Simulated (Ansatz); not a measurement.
```json
{"atom": "C", "x (Å)": "1.1611", "y (Å)": "-1.0905", "z (Å)": "-0.6268"}
{"atom": "C", "x (Å)": "0.0116", "y (Å)": "-0.1440", "z (Å)": "-0.3782"}
{"atom": "Te", "x (Å)": "-1.6721", "y (Å)": "-0.3668", "z (Å)": "-1.7778"}
{"atom": "H", "x (Å)": "1.9305", "y (Å)": "-0.8782", "z (Å)": "0.1350"}
{"atom": "H", "x (Å)": "0.8751", "y (Å)": "-2.1466", "z (Å)": "-0.5152"}
{"atom": "H", "x (Å)": "1.6285", "y (Å)": "-0.9436", "z (Å)": "-1.6115"}
{"atom": "H", "x (Å)": "-0.4777", "y (Å)": "-0.2777", "z (Å)": "0.5998"}
{"atom": "H", "x (Å)": "0.2725", "y (Å)": "0.9203", "z (Å)": "-0.4929"}
{"atom": "H", "x (Å)": "-0.6872", "y (Å)": "-0.4457", "z (Å)": "-3.1247"}
{"atom": "H", "x (Å)": "-1.6838", "y (Å)": "-2.0339", "z (Å)": "-1.6726"}
```

Geometry: r2SCAN-D4/def2-SVP; core potentials replace the inner electrons of Te.

All numbers below come from isolated molecule in a Gaussian basis; Kohn-Sham density functional theory, functional PBE0 in Ansatz.

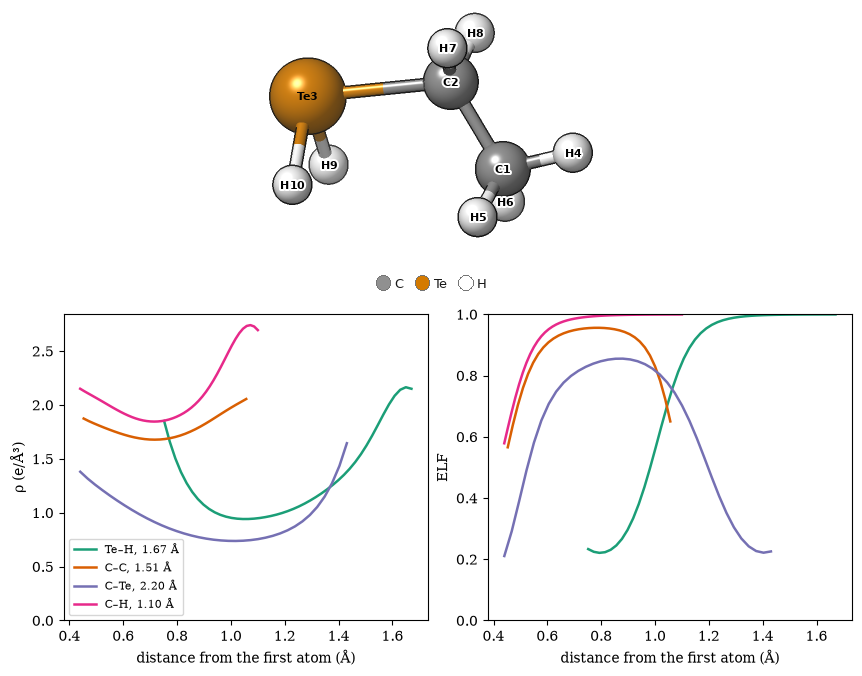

C₂H₇Te (SMILES CC[TeH2+]) (charge +1). Electron density and ELF along straight lines between neighbouring atoms. The curves leave out the atomic cores. The structure is drawn too.

Q: What can be read from the curves?

A: Te–H (1.67 Å): ρ at the midpoint is about 1.3 e/Å³; the ELF climbs to about 1 towards the hydrogen, as it does in any bond to H.
C–C (1.51 Å): ρ at the midpoint is about 1.7 e/Å³; the ELF peaks at about 0.95 between the atoms: a covalent bond.
C–Te (2.20 Å): the density is about 0.76 e/Å³ at the midpoint; the ELF peaks at about 0.85 between the atoms: localised, covalent bonding.
C–H (1.10 Å): ρ at the midpoint is about 2 e/Å³; the ELF climbs to about 1 towards the hydrogen; a covalent bond by its length.
